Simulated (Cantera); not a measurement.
Charge: 1 mol Si, a varied amount of Cl₂, 53 mol N₂, equilibrated at 1173 K and 73.0 mbar.

Equilibrium computed with Cantera from the NASA thermochemical tables; the gas is ideal and each condensed phase is pure. Candidate condensed phases: Si, Si₃N₄; 13 gas species. N₂ is the only nitrogen source here; it is nearly inert below about 1500 K, so the nitride shown seldom forms there in practice. The tables' values for SiCl₃ are old estimates; treat these amounts as uncertain. The numbers say what is thermodynamically allowed, not how fast it happens.

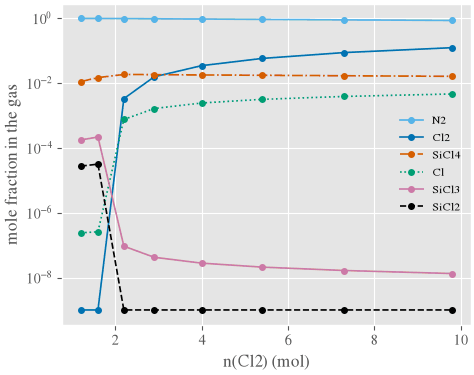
*Equilibrium gas composition (values under 1e-9 drawn at 1e-9)*

### Question
Read off the mole fractions at 1.6 mol Cl₂.

### Answer
N₂ about 0.99, SiCl₄ about 0.015, SiCl₃ about 0.00022, SiCl₂ about 3.2e-5, Cl about 2.6e-7.
